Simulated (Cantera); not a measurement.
Feed: 1 mol SiH2Cl2, 31 mol NH3, at 0.0220 bar.

Equilibrium computed with Cantera from the NASA thermochemical tables; the gas is ideal and each condensed phase is pure. Candidate condensed phases: NH4Cl, Si, Si3N4; 28 gas species. The tables' values for SiCl, SiN are old estimates; treat these amounts as uncertain. Gases not in the tables: Si2H6 and higher silanes. The numbers say what is thermodynamically allowed, not how fast it happens.

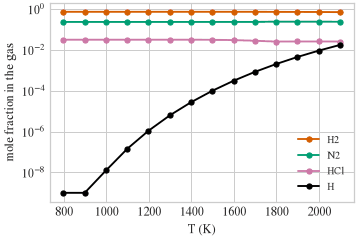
Figure. Equilibrium gas composition (values under 1e-9 drawn at 1e-9)

**Question.** Read off the mole fractions at 798 K.

**Answer.** H2 about 0.73, N2 about 0.23, HCl about 0.032.
